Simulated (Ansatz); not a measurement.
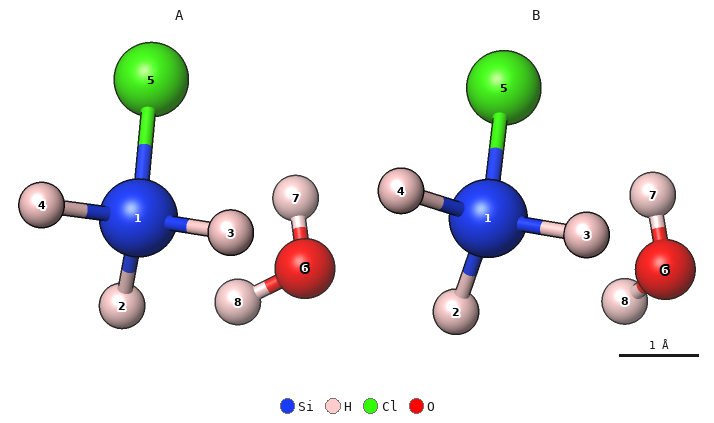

Two geometries of SiH5OCl, drawn at one scale. One is the start of a relaxation, the other its converged end. Style: ball-and-stick. Shown from a free direction.

Method: RKS PBE/def2-SVP (Ansatz 0.2.0). Settings: no spin polarisation; force threshold 0.03 eV/Å; at most 50 steps.

Q: Which geometry has the lower energy?

A: Structure B is the relaxed one. The run prepares an end point of a later path (reaction) calculation, from a guessed geometry. H8 moves most after the best rigid fit: 0.61 Å. Largest moves by element: H 0.61 Å, Cl 0.15 Å, Si 0.11 Å, O 0.05 Å. Some distances before and after: Si1–H2 1.476 → 1.497 Å, O6–H8 0.990 → 0.976 Å, Si1–Cl5 2.099 → 2.106 Å. The energy falls by 2.37 kcal/mol in 7 accepted moves (8 points after the start). Largest force component: 0.52 eV/Å at the start, 0.0074 eV/Å at the end. The line search rejected the trial step at point 5 of the run. The run took 20 s on 1 thread of Intel(R) Xeon(R) Platinum 8488C (Sapphire Rapids), with other jobs on the host, peak memory 0.16 GiB.
